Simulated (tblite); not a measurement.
# Geometry relaxation, with input and output: CH8NSi2 (part 1 of 2)

System: CH8NSi2, multiplicity 2.
Method: GFN2-xTB geometry optimisation, gas phase (tblite 0.8.0).

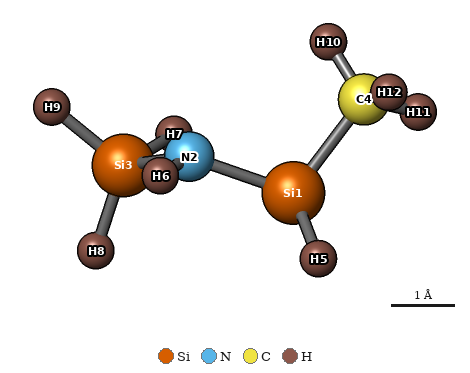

Figure 1. The starting structure (ball-and-stick view, seen at a tilt; atoms are numbered from 1 in the order of the input).

## The input
```
{"job": {"kind": "relax", "xc": "GFN2-xTB", "basis": "xTB"}, "charge": 0, "multiplicity": 2}
Si     0.813818    -0.743991     0.132427
N     -0.620885    -0.086179     0.937843
Si    -2.105357    -0.160042    -0.030931
C      1.992099     0.683775    -0.127827
H      1.465569    -1.816179     0.889480
H     -0.758511    -0.375443     1.921441
H     -1.732187     0.305734    -1.394449
H     -2.691637    -1.487230    -0.147552
H     -3.064036     0.823417     0.524472
H      1.396797     1.631039    -0.239537
H      2.565638     0.448460    -1.024072
H      2.738002     0.766312     0.720077
```

The first line tells a small driver script what to run in tblite; the rest is the geometry in Å.

Launch command:
```bash
OMP_NUM_THREADS=1 python <driver script> task.json out
```

## Log
```
step      E/eV     max force
  0    -341.85591    1.298
  1    -341.94833    0.789
  2    -341.99711    0.642
  3    -342.01536    0.445
  4    -342.03911    0.327
  5    -342.04782    0.325
  6    -342.06017    0.352
  7    -342.06857    0.281
  8    -342.07443    0.173
  9    -342.07796    0.141
 10    -342.08204    0.179
 11    -342.08658    0.255
 12    -342.09109    0.225
 13    -342.09473    0.167
 14    -342.09783    0.160
 15    -342.10163    0.213
 16    -342.10591    0.226
 17    -342.10855    0.142
 18    -342.10991    0.094
 19    -342.11103    0.116
 20    -342.11227    0.165
 21    -342.11393    0.177
 22    -342.11578    0.134
 23    -342.11733    0.109
 24    -342.11822    0.077
 25    -342.11869    0.062
 26    -342.11899    0.054
 27    -342.11932    0.058
 28    -342.11981    0.084
 29    -342.12032    0.084
 30    -342.12067    0.046
 31    -342.12087    0.038
 32    -342.12101    0.034
 33    -342.12117    0.045
 34    -342.12132    0.036
 35    -342.12143    0.030
 36    -342.12156    0.033
 37    -342.12178    0.052
 38    -342.12217    0.073
 39    -342.12273    0.080
 40    -342.12325    0.063
 41    -342.12365    0.057
 42    -342.12408    0.073
 43    -342.12489    0.118
 44    -342.12632    0.156
 45    -342.12811    0.167
 46    -342.12998    0.131
 47    -342.13111    0.181
 48    -342.13147    0.200
 49    -342.13328    0.122
 50    -342.13489    0.113
 51    -342.13699    0.177
 52    -342.13931    0.134
 53    -342.14148    0.211
 54    -342.14170    0.195
 55    -342.14412    0.134
 56    -342.14501    0.143
 57    -342.14666    0.107
 58    -342.14907    0.139
 59    -342.14963    0.081
 60    -342.15040    0.079
 61    -342.15112    0.115
 62    -342.15207    0.085
 63    -342.15489    0.088
 64    -342.15584    0.069
 65    -342.15572    0.144
 66    -342.15660    0.060
 67    -342.15696    0.054
 68    -342.15861    0.088
 69    -342.15910    0.100
 70    -342.16015    0.098
 71    -342.16153    0.071
 72    -342.16277    0.086
 73    -342.16311    0.159
 74    -342.16370    0.099
 75    -342.16453    0.092
 76    -342.16506    0.050
 77    -342.16583    0.070
 78    -342.16651    0.092
 79    -342.16719    0.086
 80    -342.16798    0.078
 81    -342.16885    0.059
 82    -342.16957    0.064
 83    -342.17008    0.078
 84    -342.17053    0.089
 85    -342.17103    0.066
 86    -342.17181    0.058
 87    -342.17246    0.073
 88    -342.17426    0.102
 89    -342.17614    0.100
 90    -342.17804    0.079
 91    -342.17947    0.111
 92    -342.18001    0.137
 93    -342.18133    0.083
 94    -342.18242    0.135
 95    -342.18454    0.134
 96    -342.18664    0.168
 97    -342.18942    0.133
 98    -342.19420    0.207
 99    -342.19647    0.131
100    -342.19878    0.239
101    -342.19840    0.506
102    -342.20323    0.095
103    -342.20454    0.088
104    -342.20746    0.105
105    -342.20826    0.104
106    -342.21022    0.091
107    -342.21120    0.082
108    -342.21198    0.054
109    -342.21243    0.057
110    -342.21271    0.065
111    -342.21296    0.051
112    -342.21321    0.038
113    -342.21343    0.037
114    -342.21356    0.037
115    -342.21366    0.034
116    -342.21375    0.026
117    -342.21386    0.029
118    -342.21398    0.032
119    -342.21410    0.031
120    -342.21421    0.030
121    -342.21434    0.032
122    -342.21450    0.034
123    -342.21468    0.035
124    -342.21489    0.035
125    -342.21518    0.045
126    -342.21570    0.057
127    -342.21612    0.098
128    -342.21724    0.122
129    -342.21806    0.078
130    -342.21901    0.066
131    -342.21969    0.058
132    -342.21849    0.191
133    -342.22033    0.117
134    -342.22065    0.055
135    -342.22118    0.052
136    -342.22169    0.058
137    -342.22215    0.045
138    -342.22261    0.056
139    -342.22291    0.048
140    -342.22314    0.057
141    -342.22332    0.029
142    -342.22344    0.046
143    -342.22354    0.033
144    -342.22367    0.025
145    -342.22380    0.022
146    -342.22389    0.020
147    -342.22395    0.018
148    -342.22400    0.016
149    -342.22404    0.015
150    -342.22409    0.017
151    -342.22412    0.015
152    -342.22415    0.012
153    -342.22417    0.014
154    -342.22418    0.011
155    -342.22420    0.014
156    -342.22422    0.011
157    -342.22424    0.011
158    -342.22426    0.011
159    -342.22429    0.014
160    -342.22432    0.017
161    -342.22434    0.016
162    -342.22437    0.015
163    -342.22439    0.015
164    -342.22443    0.018
165    -342.22447    0.020
166    -342.22450    0.014
167    -342.22453    0.010
168    -342.22455    0.011
169    -342.22457    0.019
170    -342.22462    0.028
171    -342.22470    0.030
172    -342.22480    0.028
173    -342.22489    0.031
174    -342.22497    0.028
175    -342.22505    0.029
176    -342.22515    0.036
177    -342.22532    0.039
178    -342.22556    0.046
179    -342.22588    0.040
180    -342.22620    0.054
181    -342.22647    0.054
182    -342.22666    0.088
183    -342.22697    0.047
184    -342.22716    0.032
185    -342.22726    0.042
186    -342.22735    0.023
187    -342.22744    0.021
188    -342.22753    0.033
189    -342.22755    0.035
190    -342.22763    0.016
191    -342.22767    0.013
192    -342.22775    0.027
193    -342.22779    0.029
194    -342.22783    0.019
195    -342.22787    0.014
196    -342.22790    0.014
197    -342.22794    0.015
198    -342.22796    0.014
199    -342.22797    0.012
200    -342.22799    0.007
```

## Trajectory as extended XYZ (Å, eV, eV/Å), 26 frames, from step=0 to step=200
```
12
Properties=species:S:1:pos:R:3:forces:R:3 step=0 energy=-341.85591
Si    0.8138   -0.7440    0.1324   -0.6850  -0.1830   0.5490
N    -0.6209   -0.0862    0.9378   -0.6110  -0.8830  -0.0120
Si   -2.1054   -0.1600   -0.0309    0.5370   0.8240   0.0000
C     1.9921    0.6838   -0.1278    0.4860   0.7620   0.4230
H     1.4656   -1.8162    0.8895   -0.0890  -0.1170   0.1150
H    -0.7585   -0.3754    1.9214    0.1940   0.3500  -0.8480
H    -1.7322    0.3057   -1.3944   -0.0310  -0.1490   0.4100
H    -2.6916   -1.4872   -0.1476   -0.0370  -0.1600   0.1000
H    -3.0640    0.8234    0.5245    0.1790  -0.2900   0.0460
H     1.3968    1.6310   -0.2395    0.9600  -0.8560   0.0490
H     2.5656    0.4485   -1.0241    0.0270   0.5470   0.0630
H     2.7380    0.7663    0.7201   -0.9290   0.1540  -0.8940
12
Properties=species:S:1:pos:R:3:forces:R:3 step=8 energy=-342.07443
Si    0.8156   -0.7829    0.1494    0.0600   0.1270   0.0270
N    -0.6659   -0.2225    0.8840    0.0550  -0.0580  -0.0870
Si   -2.1258   -0.1304   -0.0497    0.1080   0.0380   0.0420
C     2.0067    0.6818   -0.1429   -0.0090   0.0340   0.0060
H     1.4294   -1.8510    0.9510   -0.0430   0.0450   0.0570
H    -0.7618   -0.3164    1.8871    0.0410   0.0470  -0.1390
H    -1.7058    0.3144   -1.3813   -0.0670   0.0100   0.0910
H    -2.6988   -1.4749   -0.1237   -0.1600  -0.0380  -0.0530
H    -3.0614    0.8079    0.5820    0.0770  -0.0610   0.0150
H     1.4766    1.6241   -0.2535   -0.1000  -0.0650  -0.0130
H     2.6036    0.5407   -1.0411    0.0270  -0.0240   0.1110
H     2.6869    0.7989    0.7001    0.0120  -0.0540  -0.0560
12
Properties=species:S:1:pos:R:3:forces:R:3 step=16 energy=-342.10591
Si    0.8654   -0.8038    0.1386   -0.0270   0.0500  -0.0360
N    -0.6551   -0.2905    0.8126    0.0380  -0.0060   0.0000
Si   -2.1425   -0.1661   -0.0556    0.1000   0.2020   0.0110
C     2.0227    0.6871   -0.1418    0.0180   0.0060   0.0130
H     1.4008   -1.8288    1.0356    0.1100  -0.0400   0.0580
H    -0.7144   -0.2607    1.8199    0.0050  -0.0130  -0.0130
H    -1.7421    0.3431   -1.3624   -0.0730  -0.0200  -0.0860
H    -2.8129   -1.4558   -0.1569   -0.0850  -0.1670  -0.0490
H    -3.0080    0.7769    0.6493   -0.0310   0.0450   0.0680
H     1.4451    1.6014   -0.2656    0.0410  -0.0650   0.0110
H     2.6501    0.5664   -1.0212   -0.0380  -0.0160   0.0290
H     2.6903    0.8204    0.7089   -0.0590   0.0230  -0.0060
12
Properties=species:S:1:pos:R:3:forces:R:3 step=24 energy=-342.11822
Si    0.8933   -0.8269    0.1456   -0.0560  -0.0020  -0.0530
N    -0.6469   -0.3133    0.7747   -0.0160  -0.0150   0.0260
Si   -2.1533   -0.1522   -0.0608    0.0360   0.0470  -0.0060
C     2.0258    0.6788   -0.1337    0.0100   0.0160   0.0040
H     1.4547   -1.8105    1.0789    0.0330  -0.0050   0.0290
H    -0.6936   -0.2502    1.7821   -0.0370  -0.0100  -0.0280
H    -1.8167    0.3415   -1.3957   -0.0260   0.0340   0.0310
H    -2.8520   -1.4356   -0.1916   -0.0040  -0.0340   0.0320
H    -2.9841    0.7805    0.7110    0.0540  -0.0260  -0.0370
H     1.4340    1.5791   -0.2735   -0.0050  -0.0030  -0.0240
H     2.6659    0.5607   -1.0025    0.0090  -0.0060   0.0120
H     2.6723    0.8379    0.7269    0.0020   0.0040   0.0130
12
Properties=species:S:1:pos:R:3:forces:R:3 step=32 energy=-342.12101
Si    0.8966   -0.8359    0.1413   -0.0110   0.0220  -0.0010
N    -0.6479   -0.3325    0.7653   -0.0120  -0.0020  -0.0030
Si   -2.1520   -0.1525   -0.0682   -0.0020   0.0330   0.0070
C     2.0242    0.6757   -0.1324    0.0100   0.0140  -0.0100
H     1.4771   -1.7947    1.0903    0.0060  -0.0200   0.0160
H    -0.7058   -0.2553    1.7707    0.0210  -0.0240  -0.0070
H    -1.8463    0.3662   -1.4003    0.0060  -0.0020   0.0180
H    -2.8550   -1.4354   -0.1815   -0.0060  -0.0190  -0.0050
H    -2.9599    0.7833    0.7188   -0.0020   0.0040  -0.0080
H     1.4312    1.5722   -0.2894   -0.0060   0.0010  -0.0140
H     2.6788    0.5555   -0.9896    0.0140  -0.0140  -0.0040
H     2.6581    0.8432    0.7364   -0.0180   0.0080   0.0110
12
Properties=species:S:1:pos:R:3:forces:R:3 step=40 energy=-342.12325
Si    0.9014   -0.8391    0.1349    0.0040  -0.0170   0.0280
N    -0.6472   -0.3472    0.7587    0.0030   0.0050   0.0300
Si   -2.1572   -0.1432   -0.0590    0.0070  -0.0290  -0.0070
C     2.0200    0.6784   -0.1371    0.0220   0.0070  -0.0130
H     1.4902   -1.7853    1.0989   -0.0250   0.0230  -0.0380
H    -0.6985   -0.3114    1.7664   -0.0240  -0.0050   0.0090
H    -1.8565    0.3901   -1.3843    0.0220  -0.0070  -0.0280
H    -2.8519   -1.4342   -0.1783   -0.0100   0.0620   0.0060
H    -2.9589    0.8069    0.7178    0.0080  -0.0380   0.0250
H     1.4311    1.5671   -0.3468   -0.0090  -0.0210  -0.0050
H     2.7098    0.5334   -0.9618    0.0270  -0.0010  -0.0130
H     2.6171    0.8741    0.7519   -0.0240   0.0210   0.0060
12
Properties=species:S:1:pos:R:3:forces:R:3 step=48 energy=-342.13147
Si    0.9112   -0.8338    0.1205    0.0000  -0.1620   0.1170
N    -0.6392   -0.3785    0.7735   -0.0060   0.0400  -0.0260
Si   -2.1401   -0.1083   -0.0431   -0.0880  -0.1560   0.0130
C     2.0192    0.6846   -0.1591   -0.0850  -0.0370  -0.0150
H     1.5098   -1.7653    1.0972   -0.0200   0.0400  -0.0810
H    -0.7173   -0.4697    1.7764    0.0010   0.0120  -0.0250
H    -1.8425    0.4277   -1.3670    0.0620   0.0250   0.0070
H    -2.8791   -1.3755   -0.1748    0.0210   0.0480  -0.0190
H    -2.9453    0.8150    0.7587    0.0420   0.0480   0.0330
H     1.4341    1.5175   -0.5287   -0.0330   0.1010  -0.0730
H     2.8134    0.4851   -0.8693    0.0410  -0.0050  -0.0030
H     2.4752    0.9911    0.7771    0.0650   0.0450   0.0710
12
Properties=species:S:1:pos:R:3:forces:R:3 step=56 energy=-342.14501
Si    0.9260   -0.8481    0.1259    0.0160   0.0090  -0.0390
N    -0.6397   -0.4261    0.7693    0.0130  -0.0560  -0.0100
Si   -2.1405   -0.0918   -0.0265    0.0320  -0.0020   0.0470
C     1.9968    0.6960   -0.1810    0.0580   0.0670   0.0040
H     1.5495   -1.7525    1.1037    0.0030   0.0070  -0.0020
H    -0.7404   -0.6344    1.7522   -0.0050   0.0270   0.0000
H    -1.8043    0.4846   -1.3262    0.0000  -0.0070   0.0430
H    -2.9421   -1.3134   -0.1905    0.0260   0.0150  -0.0320
H    -2.8774    0.8329    0.8412    0.0110   0.0290  -0.0320
H     1.4650    1.4467   -0.7656    0.0620  -0.0850   0.0970
H     2.9159    0.4479   -0.7105   -0.1230  -0.0130   0.0270
H     2.2905    1.1479    0.7695   -0.0920   0.0090  -0.1010
12
Properties=species:S:1:pos:R:3:forces:R:3 step=64 energy=-342.15584
Si    0.9290   -0.8610    0.1184    0.0320  -0.0080   0.0010
N    -0.6419   -0.5138    0.7853    0.0180   0.0260  -0.0510
Si   -2.1175   -0.0666    0.0021    0.0030  -0.0010   0.0170
C     1.9601    0.7064   -0.1992   -0.0140  -0.0280   0.0330
H     1.5899   -1.7435    1.0892    0.0160  -0.0090   0.0180
H    -0.7449   -0.7674    1.7555   -0.0160  -0.0060   0.0350
H    -1.7455    0.5354   -1.2749    0.0110   0.0110   0.0180
H    -2.9629   -1.2471   -0.2200   -0.0070   0.0130  -0.0040
H    -2.8164    0.8741    0.8843    0.0090   0.0010  -0.0190
H     1.5129    1.3539   -0.9456   -0.0270   0.0000  -0.0390
H     2.9505    0.4266   -0.5432    0.0250   0.0190  -0.0490
H     2.0859    1.2928    0.7095   -0.0520  -0.0200   0.0400
12
Properties=species:S:1:pos:R:3:forces:R:3 step=72 energy=-342.16277
Si    0.9524   -0.9085    0.1258    0.0220  -0.0270  -0.0300
N    -0.6302   -0.5992    0.7873    0.0350   0.0320  -0.0140
Si   -2.0766   -0.0404    0.0217   -0.0080  -0.0170  -0.0010
C     1.9057    0.7002   -0.2223    0.0160   0.0130   0.0130
H     1.6523   -1.7465    1.1099   -0.0200   0.0140   0.0250
H    -0.7385   -0.8652    1.7545   -0.0250  -0.0260  -0.0180
H    -1.6707    0.5998   -1.2235    0.0370   0.0130  -0.0330
H    -2.9967   -1.1509   -0.2574    0.0280  -0.0080   0.0140
H    -2.7334    0.9083    0.9234   -0.0010   0.0250   0.0410
H     1.5374    1.2294   -1.0955   -0.0790   0.0160   0.0320
H     2.9568    0.4914   -0.3960    0.0220  -0.0510   0.0090
H     1.8407    1.3713    0.6335   -0.0270   0.0160  -0.0370
12
Properties=species:S:1:pos:R:3:forces:R:3 step=80 energy=-342.16798
Si    0.9687   -0.9442    0.1271    0.0030   0.0230   0.0260
N    -0.6090   -0.6022    0.7872   -0.0040  -0.0460   0.0420
Si   -2.0464   -0.0143    0.0265    0.0300   0.0070   0.0040
C     1.8714    0.6886   -0.2346   -0.0130   0.0330   0.0110
H     1.6756   -1.7436    1.1386   -0.0290   0.0060   0.0180
H    -0.7459   -0.9328    1.7311   -0.0020  -0.0190  -0.0390
H    -1.6124    0.6330   -1.2062    0.0010   0.0050  -0.0240
H    -2.9776   -1.1132   -0.2588    0.0090   0.0000  -0.0090
H    -2.6901    0.9332    0.9413    0.0090   0.0090   0.0170
H     1.5068    1.1731   -1.1348    0.0320  -0.0270  -0.0480
H     2.9407    0.5241   -0.3409   -0.0620   0.0140  -0.0450
H     1.7176    1.3879    0.5850    0.0260  -0.0030   0.0470
```
